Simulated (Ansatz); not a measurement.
# CH2S2 (SMILES S=CS): what the fields show

```yaml
atoms:
  - { symbol: C, position_ang: [0.6551, -0.0156, -1.0124] }
  - { symbol: S, position_ang: [0.0187, -0.3911, 0.5458] }
  - { symbol: S, position_ang: [1.9607, 0.8987, -1.2533] }
  - { symbol: H, position_ang: [0.0940, -0.4540, -1.8385] }
  - { symbol: H, position_ang: [-1.0162, -1.1454, 0.1317] }
```

Geometry: PBE0-D4/def2-TZVP.

Method: Ansatz, isolated molecule in a Gaussian basis; Kohn-Sham density functional theory, functional PBE0.

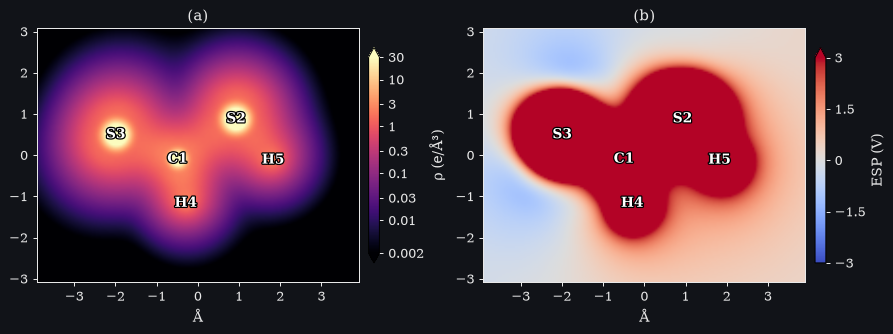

Figure 1. (a) total electron density; (b) molecular electrostatic potential on the molecular plane.

Question: What do the fields say about this system?

Answer: The plane passes through C, S and H nuclei. C–S (1.61 Å): the density is about 1.7 e/Å³ at the midpoint. C–H (1.09 Å): ρ is about 2.1 e/Å³ halfway. C–S (1.72 Å): the density is about 1.5 e/Å³ at the midpoint. S–H (1.35 Å): ρ at the midpoint is about 1.5 e/Å³. Outside the dense part of the molecule the potential is most negative (−1.1 V) near S3.

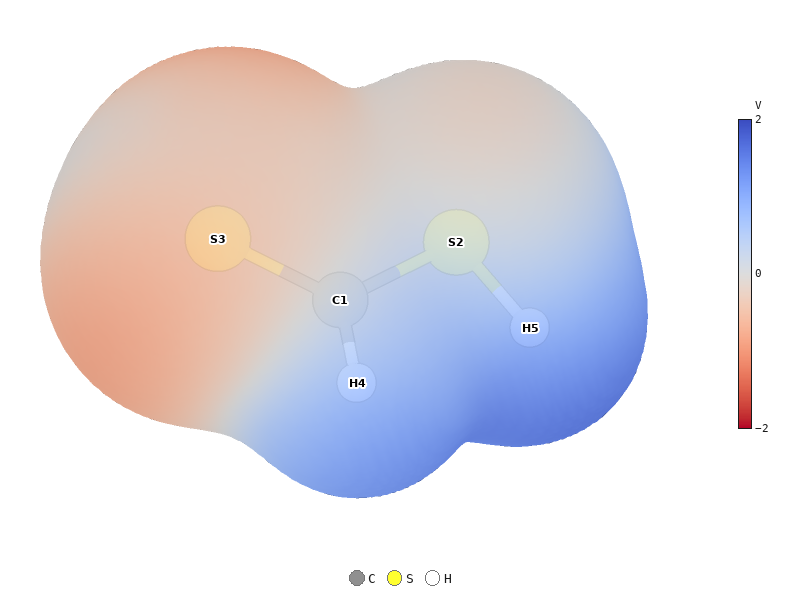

Figure 2. The molecular electrostatic potential painted on the density surface at 0.001 e/bohr³, seen at a tilt; red is negative and blue positive.

Question: Describe the electrostatic potential map.

Answer: The most negative region (about −0.9 V) lies over S3, the most positive (about +1.5 V) over H5.

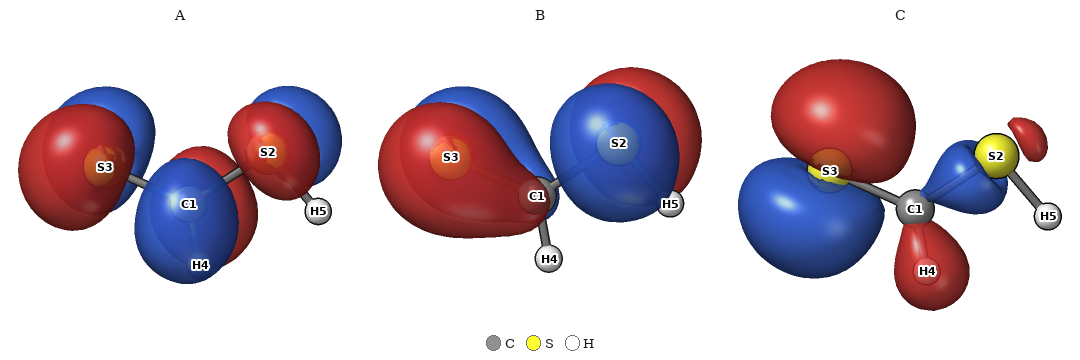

Figure 3. Three frontier orbitals at ±0.1 Å⁻³ᐟ² (red and blue are the two phases), in no order.

Question: Which picture is the HOMO−1, the HOMO and the LUMO?

Answer: B is the HOMO−1 (−7.56 eV). By Hirshfeld shares it lies mainly on S2 (about 45 %), S3 (about 40 %) and C1 (about 10 %); it changes sign across the molecular plane (π type). C is the HOMO (−6.77 eV). It lies mainly on S3 (about 80 %), C1 (about 10 %) and S2 (about 5 %); it is symmetric in the molecular plane (an in-plane orbital: σ, lone-pair or in-plane π type); largely a lone pair of S3. A is the LUMO (−2.35 eV). By Hirshfeld shares it lies mainly on S3 (about 40 %), C1 (about 35 %) and S2 (about 20 %); it changes sign across the molecular plane (π type); π-antibonding (a node) across C1–S2 and C1–S3.

Question: What is the HOMO–LUMO gap?

Answer: 4.42 eV between the orbital energies.

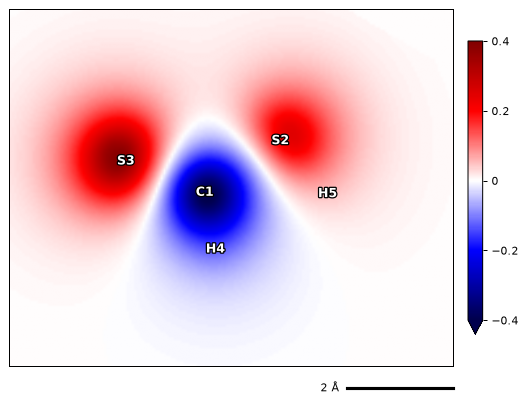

Figure 4. The LUMO on a plane 0.8 Å above the molecular plane (values in Å⁻³ᐟ²; the overall sign is arbitrary).

Question: Describe this orbital and give its energy.

Answer: By Hirshfeld shares it lies mainly on S3 (about 40 %), C1 (about 35 %) and S2 (about 20 %); it changes sign across the molecular plane (π type); π-antibonding (a node) across C1–S2 and C1–S3. Its energy is −2.35 eV.
